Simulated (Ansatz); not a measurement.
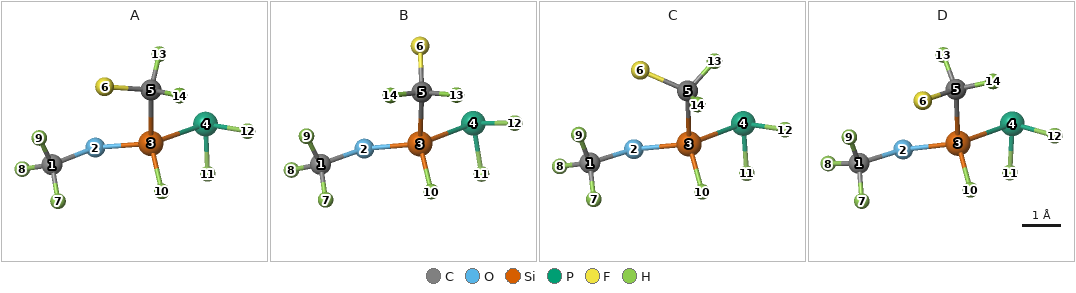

4 geometries from a converged minimum-energy path of C2H8FOPSi, shuffled. The picture is a ball-and-stick view, seen from a free direction.

These are results of Ansatz, RKS PBE0-D4/def2-SVP, not measurements. Run with 7 movable images; climbing image; force threshold 0.05 eV/Å; iteration limit 49; starting path by image-dependent pair potential.

Which of them lies highest in energy?

Answer. C. In order along the path, whose images run from 0 to 8: D (image 0, 0.00 kcal/mol), A (image 2, +1.32 kcal/mol), C (image 4, +2.70 kcal/mol), B (image 8, +1.07 kcal/mol). The motion is a rotation about the Si3–C5 bond by about 135°. No bond forms or breaks between the ends.

The run took 4.2 min on 2 threads of Arm Neoverse V1, on a shared host, peak memory 0.34 GiB.
